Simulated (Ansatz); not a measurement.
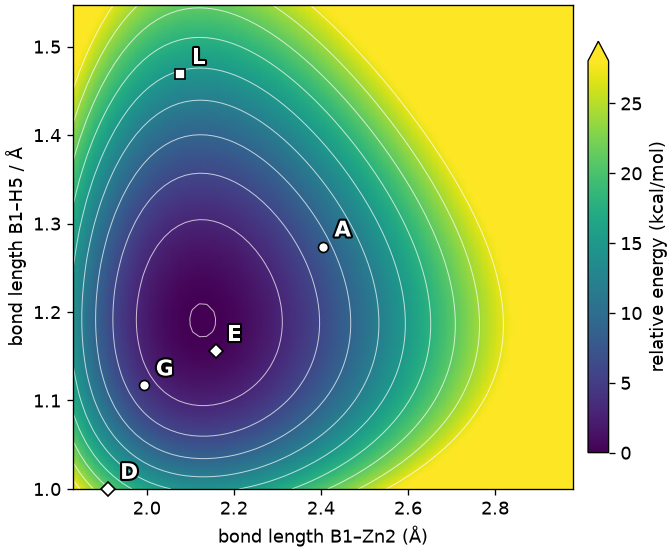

BClH2Zn, SMILES [BH2][Zn][Cl]. 
- Coordinates scanned: (1) bond length B1–Zn2; (2) bond length B1–H5.
- Nothing is relaxed (all other coordinates rigid).
- The scan uses a 15 × 15 grid.
- Points are written as (first, second).
- All energies are given in kcal/mol relative to the lowest grid point.
- Computed with RHF/def2-TZVP in Ansatz 0.2.0.

In the figure: a smooth colour map with a few white contour lines, one colour for all values above the top of the scale, lettered points. Between grid points the surface is interpolated.

Is D the lowest point of the computed grid?

No. D lies 21.2 kcal/mol above the lowest grid point, which is at (2.158 Å, 1.195 Å).

Rank the lettered points by energy, lowest first.

E (0.34 kcal/mol), G (4.0 kcal/mol), A (8.1 kcal/mol), L (14.7 kcal/mol), D (21.2 kcal/mol).

What kind of point is each of A, G, L: minimum, saddle, maximum or slope?

A: on a slope; G: on a slope; L: on a slope. (In these two coordinates alone; a stationary point may lie a little off the grid point.)
